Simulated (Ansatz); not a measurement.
**GeH3Cl (chlorogermane): HSE06/def2-TZVP**

Aim: the electronic atomisation energy of GeH3Cl (chlorogermane) at HSE06/def2-TZVP, from 4 runs. 

The results are computed with Ansatz 0.2.0.

46 further runs of the same task are left out: 6 that didn't finish, 40 set aside as unsound or not needed.

### Step 1. The system as given

GeH3Cl has 5 atoms, charge 0, and is taken as a singlet. As SMILES, `[Cl][GeH3]`. The coordinates come from a PBE0-D4/def2-TZVP relaxation.

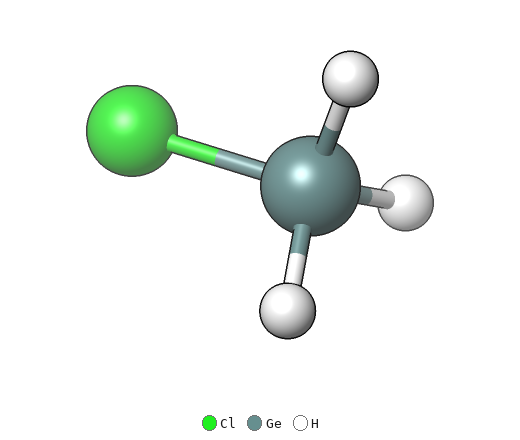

Viewed from a chosen angle; chlorine green, germanium teal, hydrogen white.

### Step 2. A single-point energy at HSE06/def2-TZVP

The input, in.yaml:

```yaml
crystal:
  periodic: [false, false, false]
  atoms:
    - {symbol: Cl, position_ang: [-1.875800, -0.025100, 0.641300]}
    - {symbol: Ge, position_ang: [0.161800, -0.013900, -0.060600]}
    - {symbol: H, position_ang: [0.160400, 0.656200, -1.438100]}
    - {symbol: H, position_ang: [0.619000, -1.473700, -0.140600]}
    - {symbol: H, position_ang: [0.984500, 0.782900, 0.956700]}
basis:
  gaussian: {orbitals: def2-TZVP}
hamiltonian: {xc: hse06}
accuracy: high
output: {orbitals: {seedname: orbitals}}
```

The run is started by

```sh
$ ansatz run in.yaml --threads 1 --pin off --max-ram 3480MiB --events-out events.jsonl --progress --plain --runs-dir runs
```

Log:

```text
Warning: RAYON_NUM_THREADS=1 ignored (pool sized by the plan → 1); use --threads N
Functional definition: HSE06
  name "HSE06"
  parameter a = 0.25
  parameter omega = 0.11/bohr
  exchange = pbe_x - a*pbe_x_sr(omega) + a*exact_x_sr(omega)
  correlation = pbe_c
1678 factors; integrals over basis functions are off by at most 4.4e-9 eV
87 factors; integrals over basis functions are off by at most 1.2e-9 eV
mean field evaluation 1: about -69079.0007 eV, gradient 1.9e1 eV
mean field evaluation 2: about -69079.0559 eV, gradient 2.0e1 eV
mean field evaluation 4: about -69079.4574 eV, gradient 6.9e-1 eV
mean field evaluation 8: about -69079.5198 eV, gradient 5.8e-2 eV
mean field evaluation 16: about -69079.5198 eV, gradient 4.7e-6 eV
mean field -69079.51975715 eV, -2538.6255272949 hartree, gradient 2.6e-8 eV, S^2 0.000000; 0 other end points of the search recorded, 0 dependent functions left out
reference -69079.51976012 eV, -2538.6255274040 hartree; 26, 26 occupied and 77, 77 virtual orbitals, 1678 factors
Total energy: -69079.51976012 eV, -2538.6255274040 hartree
```

Wall time 8.1 s (1 thread of Arm Neoverse V1, shared host); peak memory 0.31 GiB.

### Step 3. The Cl atom

The input, molecule.yaml:

```yaml
crystal:
  periodic: [false, false, false]
  atoms:
    - {symbol: Cl, position_ang: [0.000000, 0.000000, 0.000000]}
basis:
  gaussian:
    orbitals: def2-TZVP
accuracy: high
magnetization:
  spin_polarized: true
  initial_magnetization: 1
hamiltonian:
  xc: hse06
```

Run the same way, it converges to -459.98960 Eh (log not shown).

### Step 4. The Ge atom, same level

The input, input.yaml:

```yaml
crystal:
  periodic: [false, false, false]
  atoms:
    - symbol: Ge
      position_ang: [0.000000, 0.000000, 0.000000]
basis:
  gaussian:
    orbitals: def2-TZVP
magnetization:
  spin_polarized: true
  initial_magnetization: 2
hamiltonian:
  xc: hse06
accuracy: high
```

Run the same way, it converges to -2076.65605 Eh (log not shown).

### Step 5. The H atom, same level

The input, in.yaml:

```yaml
crystal:
  periodic: [false, false, false]
  atoms:
    - {symbol: H, position_ang: [0.000000, 0.000000, 0.000000]}
basis:
  gaussian:
    orbitals: def2-TZVP
magnetization:
  spin_polarized: true
  initial_magnetization: 1
hamiltonian:
  xc: {name: HSE06}
accuracy: high
```

Run the same way, it converges to -0.50075 Eh (log not shown).

### Step 6. Summary of results

Level: HSE06/def2-TZVP.

| quantity | value |
| --- | --- |
| molecule: total energy | -2538.62553 Eh |
| molecule: HOMO energy | -8.38 eV |
| molecule: LUMO energy | -0.66 eV |
| molecule: HOMO–LUMO gap | 7.72 eV |
| Cl atom: total energy | -459.98960 Eh |
| Cl atom: ⟨S²⟩ | 0.754 |
| Ge atom: total energy | -2076.65605 Eh |
| Ge atom: ⟨S²⟩ | 2.003 |
| H atom: total energy | -0.50075 Eh |
| H atom: ⟨S²⟩ | 0.750 |
| electronic atomisation energy | 12.997 eV |

What this shows: Taking the molecule apart into free atoms costs 13.00 eV (300 kcal/mol), before zero-point energy and without spin-orbit coupling.
